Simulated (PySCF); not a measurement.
**Mn: excitation energy in x2c-QZVPPall plus 1 even-tempered diffuse shell per l**

Aim: the excitation energy of manganese from differences of total energies, at each level of theory, and how far each lands from the tabulated value where there is one.

Program: PySCF 2.14.0. Level of theory: unrestricted determinants in a Gaussian basis, no spin-orbit coupling in the energies. These are calculated values, not measurements, unless marked.

## Step 1: Starting point

* Element: manganese (Z = 25)
* Basis: x2c-QZVPPall with one added diffuse shell each of s, p, d, f, g type (12s8p6d5f3g, 128 functions)
* Hamiltonian: scalar relativity by spin-free X2C-1e
* State 1: Mn: [Ar] 3d6 4s1, high-spin 6D determinant (an excited configuration)
* Needed too, but not shown: Mn [Ar] 3d5 4s2 (6S)
* Methods: UHF, LDA, PBE, PBE0, r2SCAN, BLYP, r2SCANh, B2PLYP, MP2
* Core shells frozen in the correlated runs: valence: [Ar]; valence and next inner shell: [Ne] (for Mn)

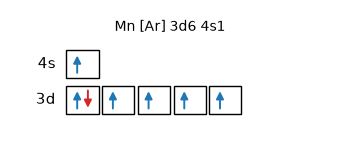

Outer shells as boxes.

One driver process ran all states and methods and kept the integrals in memory. Each run is shown as a PySCF script that sums up its settings (the driver passes frozen orbitals as a list and adds second-order terms of double hybrids); the logs are those of the runs themselves. The driver starts from symmetry-adapted Hartree-Fock orbitals, holds the occupation by maximum overlap and uses a logarithmic radial grid for functionals, so a plain start would take other cycles.

The driver's launch:

```bash
$ OMP_NUM_THREADS=1 python atomrun2.py TASK.json OUT
```

The integrals over 128 functions and the set-up took 4.5 s of CPU time.

## Step 2: Mn [Ar] 3d6 4s1, method by method

UHF:

input.py

```python
from pyscf import gto, scf, dft, mp, cc
import basis_set_exchange as bse
mol = gto.M(atom="Mn 0 0 0", charge=0, spin=5, symmetry="D2h",
            basis=gto.basis.parse(bse.get_basis("x2c-QZVPPall", elements=["Mn"], fmt="nwchem", header=False, augment_diffuse=1)),
            nucmod="G")
mf = scf.UHF(mol).sfx2c1e()
mf.irrep_nelec = {'Ag': (6, 3), 'B1g': (1, 1), 'B2g': (1, 0), 'B3g': (1, 0), 'B1u': (2, 2), 'B2u': (2, 2), 'B3u': (2, 2)}
mf.kernel()
```

LDA:

Changes to input.py:

```diff
@@ -5,3 +5,3 @@
             nucmod="G")
-mf = scf.UHF(mol).sfx2c1e()
+mf = dft.UKS(mol, xc="LDA,VWN").sfx2c1e()
 mf.irrep_nelec = {'Ag': (6, 3), 'B1g': (1, 1), 'B2g': (1, 0), 'B3g': (1, 0), 'B1u': (2, 2), 'B2u': (2, 2), 'B3u': (2, 2)}
```

PBE:

Changes to input.py:

```diff
@@ -5,3 +5,3 @@
             nucmod="G")
-mf = dft.UKS(mol, xc="LDA,VWN").sfx2c1e()
+mf = dft.UKS(mol, xc="PBE").sfx2c1e()
 mf.irrep_nelec = {'Ag': (6, 3), 'B1g': (1, 1), 'B2g': (1, 0), 'B3g': (1, 0), 'B1u': (2, 2), 'B2u': (2, 2), 'B3u': (2, 2)}
```

PBE0:

Changes to input.py:

```diff
@@ -5,3 +5,3 @@
             nucmod="G")
-mf = dft.UKS(mol, xc="PBE").sfx2c1e()
+mf = dft.UKS(mol, xc="PBE0").sfx2c1e()
 mf.irrep_nelec = {'Ag': (6, 3), 'B1g': (1, 1), 'B2g': (1, 0), 'B3g': (1, 0), 'B1u': (2, 2), 'B2u': (2, 2), 'B3u': (2, 2)}
```

r2SCAN:

Changes to input.py:

```diff
@@ -5,3 +5,3 @@
             nucmod="G")
-mf = dft.UKS(mol, xc="PBE0").sfx2c1e()
+mf = dft.UKS(mol, xc="R2SCAN").sfx2c1e()
 mf.irrep_nelec = {'Ag': (6, 3), 'B1g': (1, 1), 'B2g': (1, 0), 'B3g': (1, 0), 'B1u': (2, 2), 'B2u': (2, 2), 'B3u': (2, 2)}
```

BLYP:

Changes to input.py:

```diff
@@ -5,3 +5,3 @@
             nucmod="G")
-mf = dft.UKS(mol, xc="R2SCAN").sfx2c1e()
+mf = dft.UKS(mol, xc="BLYP").sfx2c1e()
 mf.irrep_nelec = {'Ag': (6, 3), 'B1g': (1, 1), 'B2g': (1, 0), 'B3g': (1, 0), 'B1u': (2, 2), 'B2u': (2, 2), 'B3u': (2, 2)}
```

r2SCANh:

Changes to input.py:

```diff
@@ -5,3 +5,3 @@
             nucmod="G")
-mf = dft.UKS(mol, xc="BLYP").sfx2c1e()
+mf = dft.UKS(mol, xc="HYB_MGGA_XC_R2SCANH").sfx2c1e()
 mf.irrep_nelec = {'Ag': (6, 3), 'B1g': (1, 1), 'B2g': (1, 0), 'B3g': (1, 0), 'B1u': (2, 2), 'B2u': (2, 2), 'B3u': (2, 2)}
```

B2PLYP:

Changes to input.py:

```diff
@@ -5,3 +5,3 @@
             nucmod="G")
-mf = dft.UKS(mol, xc="HYB_MGGA_XC_R2SCANH").sfx2c1e()
+mf = dft.UKS(mol, xc="0.53*HF + 0.47*B88, 0.73*LYP").sfx2c1e()
 mf.irrep_nelec = {'Ag': (6, 3), 'B1g': (1, 1), 'B2g': (1, 0), 'B3g': (1, 0), 'B1u': (2, 2), 'B2u': (2, 2), 'B3u': (2, 2)}
```

MP2 (valence):

Changes to input.py:

```diff
@@ -5,4 +5,5 @@
             nucmod="G")
-mf = dft.UKS(mol, xc="0.53*HF + 0.47*B88, 0.73*LYP").sfx2c1e()
+mf = scf.UHF(mol).sfx2c1e()
 mf.irrep_nelec = {'Ag': (6, 3), 'B1g': (1, 1), 'B2g': (1, 0), 'B3g': (1, 0), 'B1u': (2, 2), 'B2u': (2, 2), 'B3u': (2, 2)}
 mf.kernel()
+mp.UMP2(mf, frozen=9).kernel()
```

## Step 3: Mn [Ar] 3d6 4s1, continued

MP2 (valence and next inner shell):

Changes to input.py since step 2:

```diff
@@ -8,2 +8,2 @@
 mf.kernel()
-mp.UMP2(mf, frozen=9).kernel()
+mp.UMP2(mf, frozen=5).kernel()
```

What does the calculation give?

As calculated:

| quantity | value |
| --- | --- |
| excitation energy, Mn → [Ar] 3d6 4s1 | UHF 3.384, MP2 (valence and next inner shell) 1.872 eV; reference 2.145 |

Accuracy by level (over 1 difference):

```
                                method  mean absolute miss against the measured value (with the measured fine structure taken into account where it is known) (eV)
                                   UHF                                                                                                                       1.239
                                   LDA                                                                                                                       0.957
                                   PBE                                                                                                                       1.086
                                  PBE0                                                                                                                       0.568
                                r2SCAN                                                                                                                       0.728
                                  BLYP                                                                                                                       0.955
                               r2SCANh                                                                                                                       0.552
                                B2PLYP                                                                                                                       0.178
                         MP2 (valence)                                                                                                                       0.092
                     SCS-MP2 (valence)                                                                                                                       0.081
    MP2 (valence and next inner shell)                                                                                                                       0.273
SCS-MP2 (valence and next inner shell)                                                                                                                       0.117
```

**Reading.** SCS-MP2 (valence) lands nearest to the measured value (off by 0.08 eV), level with MP2 (valence); UHF misses by most (1.24 eV). PBE is off by -1.09 eV. All values hold for this basis alone; no basis-set limit was taken.
